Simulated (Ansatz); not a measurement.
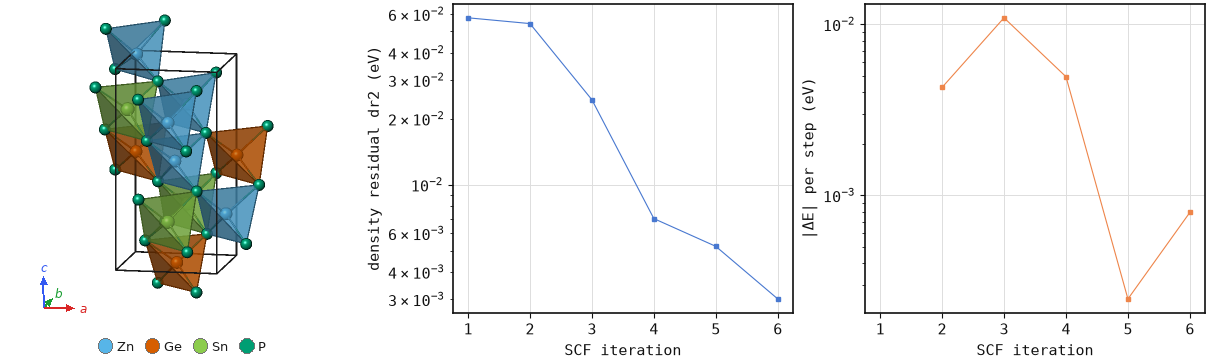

Beside the plot: the structure.

The plot shows the SCF iterations of a calculation: density residual dr2, step-to-step change of the Harris–Foulkes energy. The starting density is a sum of atomic densities corrected by a trained network.

Zn4Ge2Sn2P8 (16 atoms in the cell), run with Ansatz.

```
crystal:
  lattice:
    - [5.523023, -0.000082, -0.000020]
    - [-0.000082, 5.523023, -0.000020]
    - [-0.000040, -0.000040, 10.994744]
  atoms:
    - { symbol: Zn, position: [0.014595, 0.983902, 0.982679] }
    - { symbol: Zn, position: [0.991755, 0.505644, 0.251319] }
    - { symbol: Zn, position: [0.517753, 0.993769, 0.742094] }
    - { symbol: Zn, position: [0.489270, 0.487855, 0.505110] }
    - { symbol: Ge, position: [0.007165, 0.989022, 0.499035] }
    - { symbol: Ge, position: [0.510504, 0.478767, 0.003769] }
    - { symbol: Sn, position: [0.513727, 0.002935, 0.248657] }
    - { symbol: Sn, position: [0.019443, 0.497229, 0.754187] }
    - { symbol: P, position: [0.243196, 0.244818, 0.129768] }
    - { symbol: P, position: [0.260643, 0.242051, 0.624579] }
    - { symbol: P, position: [0.759198, 0.733080, 0.126825] }
    - { symbol: P, position: [0.750807, 0.252450, 0.380796] }
    - { symbol: P, position: [0.275439, 0.736328, 0.378789] }
    - { symbol: P, position: [0.265661, 0.768096, 0.871972] }
    - { symbol: P, position: [0.751542, 0.720172, 0.628660] }
    - { symbol: P, position: [0.752476, 0.233857, 0.881245] }
kpoints:
  mp_grid: { grid: [2, 2, 2], shift: [0.5, 0.5, 0.5] }
hamiltonian:
  xc: pbesol
scf:
  occupations: { method: fermi_dirac, width: 0.01 }
  max_iter: 6
  mixing: { beta: 0.01 }
output:
  forces: true
  eigenvalues: true
  stress: true
```

Command:
```bash
ansatz run in.yaml --threads 7 --pin off --max-ram 13300MiB --runs-dir r --events-out ev --progress --plain
```

**How did this run end?**

It did not converge: it stopped after 6 iterations. The residual is still falling at the last step (down to 3 × 10⁻³). From the first spectrum the program read the system as an insulator and chose the Resta preconditioner.

**Read the residual at the first and at the last step drawn.**

It starts near 0.06 and ends near 3 × 10⁻³ eV.
